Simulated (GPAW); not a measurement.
# PbO (honeycomb monolayer): G0W0 with GPAW, start to end, part 2 of 2

Aim: the G0W0 gap of PbO (honeycomb monolayer) on LDA, step by step.

GPAW 26.7.0; LDA and many-body steps on it, plane waves. Known limits of the many-body steps: not at the basis limit; no spin-orbit coupling.

So far. Step 3 (Ground state): The gap is indirect, with the least direct gap 0.53 eV higher. Step 4 (Empty states on the mesh, 9×9×1 mesh, 199 bands): On this mesh the gap is 2.034 eV.

**5. Screening and self-energy, 9×9×1 mesh, 88 bands, screening to 48 eV**

G0W0 replaces the xc potential by the self-energy, built once from these orbitals. Only a window of levels is corrected, while the sums run over the empty bands that the input names.

This step: G0W0 on LDA, plane waves, PAW.

Contents of run.py:

```python
import json
import numpy as np
from gpaw.mpi import world
from gpaw.response.g0w0 import G0W0

gw = G0W0('full.gpw',
    filename='gw',
    kpts=[0, 6],
    bands=(8, 12),
    ecut=48,
    nbands=88,
    truncation='2D',
    integrate_gamma='sphere',
    q0_correction=True,
    frequencies={'type': 'nonlinear', 'domega0': 0.15, 'omega2': 15.0},
    eta=0.1,
    nblocksmax=True)
gw.calculate()
res = {mode: {k: v for k, v in r.items() if k != 'sigma_eskwn'}
       for mode, r in gw.all_results.items()}

if world.rank == 0:
    with open('result.json', 'w') as f:
        json.dump(res, f, default=lambda x: x.tolist())
```

On the command line:

```
mpirun -n 4 gpaw python run.py
```

Numbers of over 12 decimals in the logs are rounded to 6 here.

What it wrote:

```text
Using integrator: PointIntegrator
NonLinearFrequencyDescriptor(from 0.000 to 66.134 eV, 157 points)
Nonperiodic BCs:  [False False  True]
Using integrator: PointIntegrator
NonLinearFrequencyDescriptor(from 0.000 to 66.134 eV, 157 points)
Nonperiodic BCs:  [False False  True]
Applying analytical 2D correction to W:
    Evaluating Gamma point contribution to W on a 15x15x1 grid
  ___  _ _ _
 |   || | | |
 | | || | | |
 |__ ||_____|
 |___|

BZ k-points: Symmetries present (total): 6

  [... matrices ...]
81 k-points: 9 x 9 x 1 Monkhorst-Pack grid
12 k-points in the irreducible part of the Brillouin zone
       k-points in crystal coordinates                weights
   0:     0.00000000    0.00000000    0.00000000          1/81
   1:     0.11111111    0.00000000    0.00000000          6/81
   2:     0.22222222   -0.11111111    0.00000000          6/81
   3:     0.22222222    0.00000000    0.00000000          6/81
   4:     0.33333333   -0.11111111    0.00000000         12/81
   5:     0.33333333    0.00000000    0.00000000          6/81
   6:     0.33333333    0.33333333    0.00000000          2/81
   7:     0.44444444   -0.22222222    0.00000000          6/81
   8:     0.44444444   -0.11111111    0.00000000         12/81
   9:     0.44444444    0.00000000    0.00000000          6/81
          ...
  11:     0.44444444    0.44444444    0.00000000          6/81

Distributing spins, k-points and bands (1 x 2 x 4) over 1 process
Number of blocks: 4

Quasi particle states:
k-points (IBZ indices): [0, 6]
Band range: (8, 12)
  [... matrices ...]
Computational parameters:
Plane wave cut-off: 48 eV
Number of bands: 88
Coulomb cutoff: 2D
Broadening: 0.1 eV

fxc modes: GW
Kernel: RPA
Using full-frequency real axis integration
Summing all q:

Calculating screened Coulomb potential
2D Coulomb truncation
NonLinearFrequencyDescriptor(from 0.000 to 66.134 eV, 157 points)
Removing empty qpoint cache files...

Calculating chi0 body with:
    Ground state adapter containing:
    Number of spins: 1
    Number of kpoints: 81
    Number of irreducible kpoints: 12
    Number of completely occupied states: 10
    Number of partially occupied states: 10
    Occupied states memory: 4.2724609375 M / cpu

    Linear response parametrization:
    q_c: [0.0, 0.0, 0.0]
    Number of frequency points: 157
    Planewave cutoff: 48.0
    Number of bands: 88
    Number of planewaves: 79
    Broadening (eta): 0.1
    comm.size: 4
    kncomm.size: 1
    blockcomm.size: 4

    Memory estimate of potentially large arrays:
        chi0_wGG: 3.737782 M / cpu
Integrating chi0 body.

Symmetries of q_c:
    Direct symmetries (Uq -> q): 6
    Indirect symmetries (TUq -> q): 6
In total 12 allowed symmetries.

  [... matrices ...]
12 groups of equivalent kpoints. 85.185185% reduction.

Integral kind: spectral function
Integrating chi0 head and wings.

Symmetries of q_c:
    Direct symmetries (Uq -> q): 6
    Indirect symmetries (TUq -> q): 6
In total 12 allowed symmetries.

  [... matrices ...]
12 groups of equivalent kpoints. 85.185185% reduction.

Integral kind: spectral function wings

Calculating chi0 body with:
    Ground state adapter containing:
    Number of spins: 1
    Number of kpoints: 81
    Number of irreducible kpoints: 12
    Number of completely occupied states: 10
    Number of partially occupied states: 10
    Occupied states memory: 4.2724609375 M / cpu

[... the further q-points ...]

Results:
f:      Occupation numbers
eps:     KS-eigenvalues [eV]
vxc:     KS vxc [eV]
exx:     Exact exchange [eV]
sigma:   Self-energies [eV]
dsigma:  Self-energy derivatives
Z:       Renormalization factors
qp:      QP-energies [eV]

k-point 0 (0): (0.000, 0.000, 0.000)                GW
band       f     eps     vxc     exx   sigma  dsigma       Z      qp
                                                                   GW
   8   1.000  -4.006 -21.029 -25.495   4.132  -0.433   0.698  -4.239
   9   1.000  -3.216 -18.469 -23.017   3.937  -0.447   0.691  -3.638
  10   0.000  -0.651 -10.497  -6.816  -2.247  -0.237   0.808   0.508
  11   0.000   3.066  -3.465  -1.711  -1.343  -0.148   0.871   3.425

k-point 1 (6): (0.333, 0.333, 0.000)                GW
band       f     eps     vxc     exx   sigma  dsigma       Z      qp
                                                                   GW
   8   1.000  -4.528 -18.707 -24.075   4.716  -0.543   0.648  -4.951
   9   1.000  -2.685 -17.630 -20.064   2.034  -0.326   0.754  -2.987
  10   0.000   1.002 -14.734 -10.788  -2.074  -0.307   0.765   2.433
  11   0.000   2.096 -13.140  -8.881  -2.465  -0.329   0.753   3.446
```

It took 71 s on 4 MPI ranks of Arm Neoverse V2, shared host; peak memory 2 GiB.

Numbers from this step:

```
G0W0 gap on the points computed              : 3.495 eV
least direct G0W0 gap on the computed points : 4.146 eV
Z at the valence top                         : 0.7539
Z at the conduction bottom                   : 0.8084
starting gap on the mesh                     : 2.034 eV
k of the valence top                         : 0.3333, 0.3333, 0
k of the conduction bottom                   : 0, 0, 0
```

The gap on the mesh goes from 2.03 eV to 3.49 eV, a correction of +1.46 eV.

Limits: finite bands, cutoff and mesh; no spin-orbit coupling. v1 is the top filled band, c1 the lowest empty one. Levels before and after the correction, in eV, zero at the valence-band top of each column:

|  | conduction bottom | valence top |
| --- | --- | --- |
| Kohn-Sham | 2.03 | 0.00 |
| G0W0 | 3.49 | 0.00 |

|  | level | energy (eV) |
| --- | --- | --- |
| Kohn-Sham | Γ v2 | -1.321 |
| Kohn-Sham | Γ v1 | -0.531 |
| Kohn-Sham | Γ c1 | 2.034 |
| Kohn-Sham | Γ c2 | 5.751 |
| Kohn-Sham | (0.333 0.333 0) v2 | -1.843 |
| Kohn-Sham | (0.333 0.333 0) v1 | 0.000 |
| Kohn-Sham | (0.333 0.333 0) c1 | 3.687 |
| Kohn-Sham | (0.333 0.333 0) c2 | 4.781 |
| G0W0 | Γ v2 | -1.252 |
| G0W0 | Γ v1 | -0.651 |
| G0W0 | Γ c1 | 3.495 |
| G0W0 | Γ c2 | 6.412 |
| G0W0 | (0.333 0.333 0) v2 | -1.964 |
| G0W0 | (0.333 0.333 0) v1 | 0.000 |
| G0W0 | (0.333 0.333 0) c1 | 5.420 |
| G0W0 | (0.333 0.333 0) c2 | 6.433 |

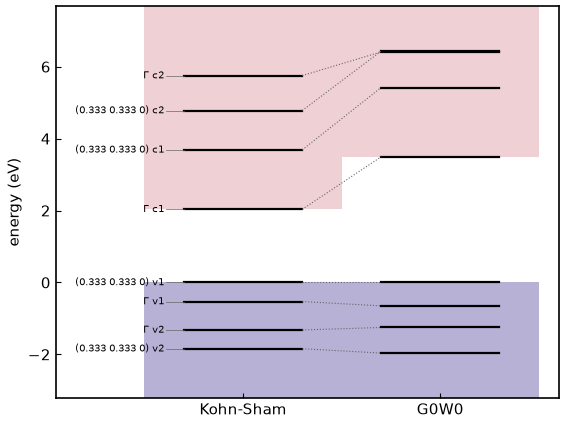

Levels before and after the correction. Shaded: valence and conduction bands.

**6. Where the time went**

Times are wall times on 4 MPI ranks of Arm Neoverse V2, shared host, good to a factor of about two.

| step | time | share | memory (GiB) |
| --- | --- | --- | --- |
| relaxation | 44 s | 21 % | 1 |
| ground state | 6.8 s | 3 % | 0.73 |
| empty states on the mesh | 87 s | 42 % | 1.1 |
| screening and self-energy | 71 s | 34 % | 2 |

**7. Results**

* LDA gap: 2.03 eV, indirect
* G0W0 gap on the mesh: 3.49 eV
* GW settings: 9×9×1 mesh, 88 bands, screening to 48 eV, full frequency, Hilbert transform
* known limits: not at the basis limit; no spin-orbit coupling

**Reading.** G0W0 moves the gap on the mesh from 2.03 eV to 3.49 eV (+1.46 eV), with Z of 0.75 and 0.81 at the edges. Only 2 of the mesh's irreducible points were corrected, so a valley elsewhere could overtake. Bands and cutoff are finite, so the gap is not at the basis limit. The miss can reach some tenths of an eV and take either sign; the mesh is an error of its own. These stock PAW sets were not made for GW. In the G0W0 run levels were corrected at 2 k points alone, so a gap called «on the mesh» is the least over those, and an edge elsewhere would be missed. Where an edge is built on 6p states of lead, bismuth or thallium, scalar-relativistic gaps usually stand too wide, by a few tenths to over one eV. The many-body steps are scalar-relativistic: spin-orbit coupling is not in them.

[Paths, hosts, dates, memory and timing lines, banners, echoed tables and standing remarks are left out of the program output.]

[Logs are printed without paths, hosts, clocks, repeated set-up lines and the standing remarks that a program may print on its own settings, such as how far it seeks lower states.]

[Runs of the session that timed out or met a known fault of the program may be left out.]

[Hosts, paths, dates, database ids (printed as entryN), source tags and the programs' standing remarks are cut or masked in the printed files.]
